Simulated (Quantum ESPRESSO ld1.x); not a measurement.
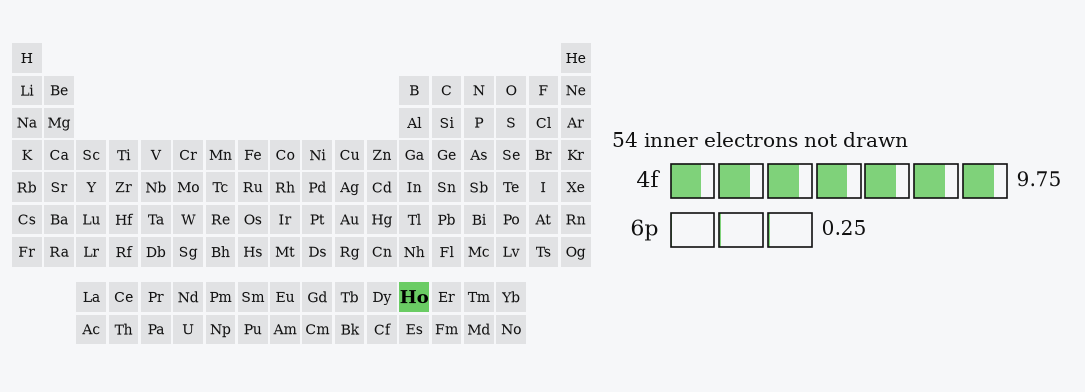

Fig. 1: Left, the place of holmium in the periodic table; right, the outer shells as the input fills them: a box for each of the 2l + 1 orbitals, shaded by the share of the shell that is filled, with the electron count at the right.

# Run report: Ho³⁺, atomic calculation

System: the holmium ion Ho³⁺ in the configuration [Xe] 4f9.75 6p0.25 (4f5/2: 6, 4f7/2: 3.75, 6p1/2: 0.25).
Method: Dirac Kohn-Sham, LDA (Slater exchange, Perdew-Zunger correlation), spin-unpolarised, spherical densities, point nucleus (Quantum ESPRESSO ld1.x 7.5).

## The input
```
 &input
    zed=67.0,
    iswitch=1,
    rel=2,
    dft='PZ',
    config='[Xe] 4f9.75 6p0.25',
    rel_dist='energy',
    lsmall=.true.,
    prefix='ld1',
    max_out_wfc=37,
    file_charge='ld1.rho',
 /
```

## The program's output
```
     Program LD1 v.7.5 starts

     --------------------------- All-electron run ----------------------------

     dirac relativistic calculation

     atomic number is 67.00
     dft =PZ   lsd =0 sic =0 latt =0  beta=0.20 tr2=1.0E-14
     Exchange-correlation= PZ
                           (   1   1   0   0   0   0   0)
     mesh =2103 r(mesh) = 100.61561 a.u. xmin = -8.00 dx = 0.00800
     1 Ry =  13.60569312 eV, c = 137.03599908

     n l j   nl                  e(Ry)          e(Ha)          e(eV)
     Spin orbit split results
     1 0 0.5 1S 1( 2.00)     -4073.4180     -2036.7090    -55421.6755
     2 0 0.5 2S 1( 2.00)      -683.2486      -341.6243     -9296.0704
     2 1 0.5 2P 1( 2.00)      -650.6223      -325.3112     -8852.1680
     2 1 1.5 2P 1( 4.00)      -587.7126      -293.8563     -7996.2369
     3 0 0.5 3S 1( 2.00)      -154.6595       -77.3298     -2104.2498
     3 1 0.5 3P 1( 2.00)      -140.3611       -70.1806     -1909.7103
     3 1 1.5 3P 1( 4.00)      -127.2285       -63.6142     -1731.0315
     4 0 0.5 4S 1( 2.00)       -32.6454       -16.3227      -444.1636
     4 1 0.5 4P 1( 2.00)       -26.9679       -13.4839      -366.9166
     4 1 1.5 4P 1( 4.00)       -23.9971       -11.9986      -326.4973
     3 2 1.5 3D 1( 4.00)      -102.6359       -51.3179     -1396.4321
     3 2 2.5 3D 1( 6.00)       -99.7645       -49.8823     -1357.3654
     5 0 0.5 5S 1( 2.00)        -6.0485        -3.0243       -82.2943
     5 1 0.5 5P 1( 2.00)        -4.4480        -2.2240       -60.5183
     5 1 1.5 5P 1( 4.00)        -4.0301        -2.0151       -54.8325
     4 2 1.5 4D 1( 4.00)       -14.6301        -7.3151      -199.0530
     4 2 2.5 4D 1( 6.00)       -14.0890        -7.0445      -191.6910
     4 3 2.5 4F 1( 6.00)        -2.8409        -1.4205       -38.6529
     4 3 3.5 4F 1( 3.75)        -2.7625        -1.3813       -37.5862
     6 1 0.5 6P 1( 0.25)        -1.4137        -0.7069       -19.2350
     6 1 1.5 6P 1( 0.00)        -1.3425        -0.6712       -18.2655
     Averaged results
     1 0     1S 1( 2.00)     -4073.4180     -2036.7090    -55421.6755
     2 0     2S 1( 2.00)      -683.2486      -341.6243     -9296.0704
     2 1     2P 1( 6.00)      -608.6825      -304.3412     -8281.5473
     3 0     3S 1( 2.00)      -154.6595       -77.3298     -2104.2498
     3 1     3P 1( 6.00)      -131.6060       -65.8030     -1790.5911
     4 0     4S 1( 2.00)       -32.6454       -16.3227      -444.1636
     4 1     4P 1( 6.00)       -24.9874       -12.4937      -339.9704
     3 2     3D 1(10.00)      -100.9131       -50.4565     -1372.9921
     5 0     5S 1( 2.00)        -6.0485        -3.0243       -82.2943
     5 1     5P 1( 6.00)        -4.1694        -2.0847       -56.7277
     4 2     4D 1(10.00)       -14.3055        -7.1527      -194.6358
     4 3     4F 1( 9.75)        -2.7961        -1.3981       -38.0434
     6 1     6P 1( 0.25)        -1.3662        -0.6831       -18.5887

     final scf error:  8.5E-15 reached in  25 iterations

     Etot =  -25237.252556 Ry,  -12618.626278 Ha, -343370.313539 eV

     Ekin =   27768.108249 Ry,   13884.054125 Ha,  377804.359447 eV
     Encl =  -62192.827212 Ry,  -31096.413606 Ha, -846176.521494 eV
     Eh   =    9712.318221 Ry,    4856.159110 Ha,  132142.821224 eV
     Exc  =    -524.851814 Ry,    -262.425907 Ha,   -7140.972716 eV

     normalization and overlap integrals

     s(1S/1S) =  1.000000  <r> =   0.0208  <r2> =    0.0006  r(max) =   0.0131
     s(1S/2S) = -0.000000
     s(1S/3S) = -0.000000
     s(1S/4S) =  0.000000
     s(1S/5S) =  0.000000
     s(2S/2S) =  1.000000  <r> =   0.0876  <r2> =    0.0091  r(max) =   0.0745
     s(2S/3S) =  0.000000
     s(2S/4S) =  0.000000
     s(2S/5S) =  0.000000
     s(2P/2P) =  1.000000  <r> =   0.0729  <r2> =    0.0066  r(max) =   0.0568
     s(2P/3P) =  0.000000
     s(2P/4P) =  0.000000
     s(2P/5P) =  0.000000
     s(2P/6P) =  0.000000
     s(2P/2P) =  1.000000  <r> =   0.0801  <r2> =    0.0078  r(max) =   0.0625
     s(2P/3P) =  0.000000
     s(2P/4P) =  0.000000
     s(2P/5P) =  0.000000
     s(2P/6P) =  0.000000
     s(3S/3S) =  1.000000  <r> =   0.2297  <r2> =    0.0604  r(max) =   0.2108
     s(3S/4S) =  0.000000
     s(3S/5S) =  0.000000
     s(3P/3P) =  1.000000  <r> =   0.2193  <r2> =    0.0560  r(max) =   0.1994
     s(3P/4P) =  0.000000
     s(3P/5P) =  0.000000
     s(3P/6P) =  0.000000
     s(3P/3P) =  1.000000  <r> =   0.2328  <r2> =    0.0629  r(max) =   0.2125
     s(3P/4P) =  0.000000
     s(3P/5P) =  0.000000
     s(3P/6P) =  0.000000
     s(4S/4S) =  1.000000  <r> =   0.5185  <r2> =    0.3038  r(max) =   0.4845
     s(4S/5S) =  0.000000
     s(4P/4P) =  1.000000  <r> =   0.5279  <r2> =    0.3175  r(max) =   0.4884
     s(4P/5P) =  0.000000
     s(4P/6P) =  0.000000
     s(4P/4P) =  1.000000  <r> =   0.5590  <r2> =    0.3557  r(max) =   0.5124
     s(4P/5P) =  0.000000
     s(4P/6P) =  0.000000
     s(3D/3D) =  1.000000  <r> =   0.2055  <r2> =    0.0497  r(max) =   0.1672
     s(3D/4D) =  0.000000
     s(3D/3D) =  1.000000  <r> =   0.2097  <r2> =    0.0516  r(max) =   0.1712
     s(3D/4D) = -0.000000
     s(5S/5S) =  1.000000  <r> =   1.2454  <r2> =    1.7425  r(max) =   1.1222
     s(5P/5P) =  1.000000  <r> =   1.3816  <r2> =    2.1592  r(max) =   1.2157
     s(5P/6P) =  0.000000
     s(5P/5P) =  1.000000  <r> =   1.4735  <r2> =    2.4546  r(max) =   1.2960
     s(5P/6P) = -0.000000
     s(4D/4D) =  1.000000  <r> =   0.5881  <r2> =    0.4017  r(max) =   0.5165
     s(4D/4D) =  1.000000  <r> =   0.5990  <r2> =    0.4166  r(max) =   0.5248
     s(4F/4F) =  1.000000  <r> =   0.7695  <r2> =    0.7638  r(max) =   0.5165
     s(4F/4F) =  1.000000  <r> =   0.7810  <r2> =    0.7884  r(max) =   0.5206
     s(6P/6P) =  1.000000  <r> =   3.4213  <r2> =   13.0629  r(max) =   3.1497
     s(6P/6P) =  1.000000  <r> =   3.5883  <r2> =   14.3586  r(max) =   3.3311

     ------------------------ End of All-electron run ------------------------
```

## Orbitals

| orbital | occupation | energy (eV) | ⟨r⟩ (bohr) | outer maximum (bohr) |
| --- | --- | --- | --- | --- |
| 1s | 2 | −55421.7 | 0.02075 | 0.0131 |
| 2s | 2 | −9296.1 | 0.08759 | 0.0745 |
| 2p1/2 | 2 | −8852.2 | 0.07293 | 0.0568 |
| 2p3/2 | 4 | −7996.2 | 0.08009 | 0.0625 |
| 3s | 2 | −2104.2 | 0.2297 | 0.211 |
| 3p1/2 | 2 | −1909.7 | 0.2193 | 0.199 |
| 3p3/2 | 4 | −1731.0 | 0.2328 | 0.212 |
| 3d3/2 | 4 | −1396.4 | 0.2055 | 0.167 |
| 3d5/2 | 6 | −1357.4 | 0.2097 | 0.171 |
| 4s | 2 | −444.164 | 0.5185 | 0.484 |
| 4p1/2 | 2 | −366.917 | 0.5279 | 0.488 |
| 4p3/2 | 4 | −326.497 | 0.5590 | 0.512 |
| 4d3/2 | 4 | −199.053 | 0.5881 | 0.516 |
| 4d5/2 | 6 | −191.691 | 0.5990 | 0.525 |
| 5s | 2 | −82.294 | 1.245 | 1.12 |
| 5p1/2 | 2 | −60.518 | 1.382 | 1.22 |
| 5p3/2 | 4 | −54.833 | 1.473 | 1.30 |
| 4f5/2 | 6 | −38.653 | 0.7695 | 0.516 |
| 4f7/2 | 3.75 | −37.586 | 0.7810 | 0.521 |
| 6p1/2 | 0.25 | −19.235 | 3.421 | 3.15 |
| 6p3/2 | 0 | −18.265 | 3.588 | 3.33 |

## Slater integrals of the outer shells (hartree)

```tsv
integral	value
F0(6p1/2,6p1/2)	0.2625
F2(6p1/2,6p1/2)	0.1439
F0(6p1/2,4f7/2)	0.3459
F2(6p1/2,4f7/2)	0.0523
G2(6p1/2,4f7/2)	0.0146
G4(6p1/2,4f7/2)	0.0133
F0(6p1/2,4f5/2)	0.3462
F2(6p1/2,4f5/2)	0.0516
G2(6p1/2,4f5/2)	0.0143
G4(6p1/2,4f5/2)	0.0130
F0(6p1/2,5p3/2)	0.3258
F2(6p1/2,5p3/2)	0.0934
G0(6p1/2,5p3/2)	0.0152
G2(6p1/2,5p3/2)	0.0251
```

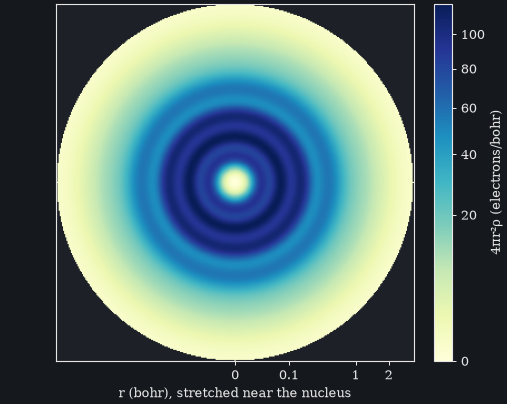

Fig. 2: The radial density 4πr²ρ as a disc about the nucleus, with the radius drawn as r to the power 0.35. There are 4 maxima, at r = 0.0143, 0.0640, 0.178 and 0.484 bohr, parted by minima at 0.0279, 0.117 and 0.346 bohr, inside which lie 2.0, 11.2 and 29.6 electrons. The configuration has 6 principal shells, so not every shell has a maximum of its own.

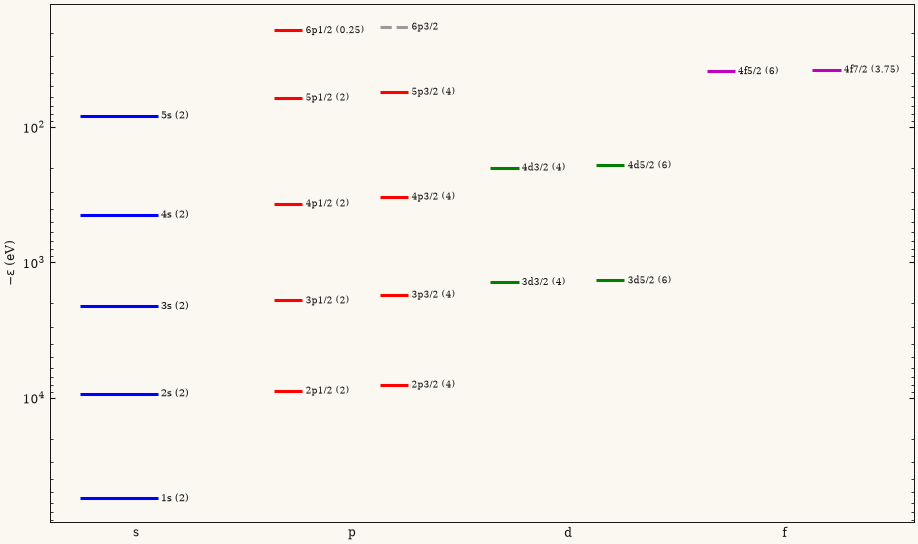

Fig. 3: The occupied levels and a few empty ones, on a logarithmic scale of binding energy, are drawn by angular momentum (occupations in brackets, the lower j at the left of each column, empty levels dashed). The highest occupied level is 6p1/2 at −19.2 eV. The highest 5 occupied levels, from the top down, are 6p1/2 (−19.2 eV), 4f7/2 (−37.6 eV), 4f5/2 (−38.7 eV), 5p3/2 (−54.8 eV), 5p1/2 (−60.5 eV). The lowest empty level drawn is 6p3/2 at −18.3 eV. Spin-orbit splittings: 6p 0.970 eV, 4f 1.07 eV, 5p 5.69 eV, 4d 7.36 eV.

## Key numbers

```
                       quantity                      value
                        outcome                  converged
                   total energy        −12618.6263 hartree
                 kinetic energy         13884.0541 hartree
        electron–nucleus energy        −31096.4136 hartree
                 Hartree energy          4856.1591 hartree
    exchange–correlation energy        −262.425907 hartree
radius at density 0.001 e/bohr³                  3.43 bohr
                 SCF iterations                         25
                       hardware  1 CPU thread, shared host
                      wall time                      1.3 s
```
